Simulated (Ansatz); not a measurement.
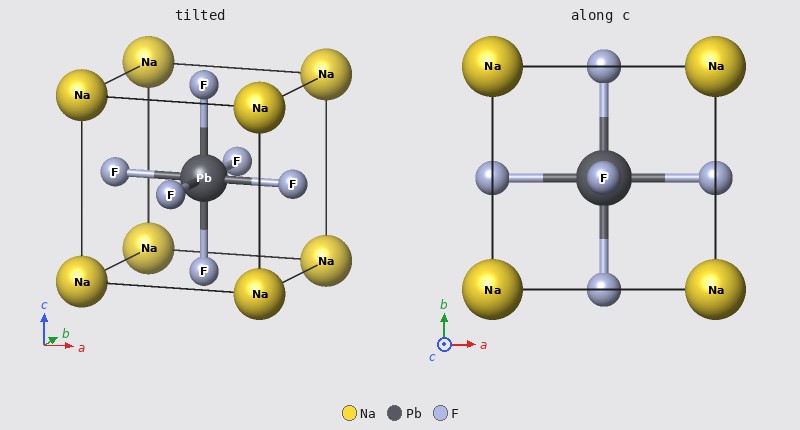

A ball-and-stick rendering, viewed slightly off an axis and along the c axis. The parallelepiped is the conventional unit cell.

NaPbF3, cubic perovskite, space group Pm-3m (No. 221), a = 4.767 Å, b = 4.767 Å, c = 4.767 Å, α = 90.00°, β = 90.00°, γ = 90.00°. The structure comes from a structure type filled with these elements by a generator (whether the compound takes this form wasn't checked). Earlier steps of the study may have refined or changed the cell and positions. It was the input of a calculation with Ansatz.

This one geometry was computed with Ansatz (DFT, plane waves, PAW) at three levels of theory: HSE06, r2SCAN and PBE. It was relaxed beforehand with r2SCAN.

### How does the band gap change with the level of theory?

PBE: a gap of 1.84 eV, indirect; r2SCAN: a gap of 2.35 eV, indirect; HSE06: a gap of 2.84 eV, indirect.

### Collect the results in a table.

| level | cutoff (eV) | k-mesh of the run's cell | gap (eV) | pressure (GPa) |
| --- | --- | --- | --- | --- |
| HSE06 | 420 | 4×4×4 | 2.84 | 0.6 |
| r2SCAN | 500 | 6×6×6 | 2.35 | 0.0 |
| PBE | 420 | 6×6×6 | 1.84 | 1.4 |

Gaps are taken on the k-mesh or band path of each run.
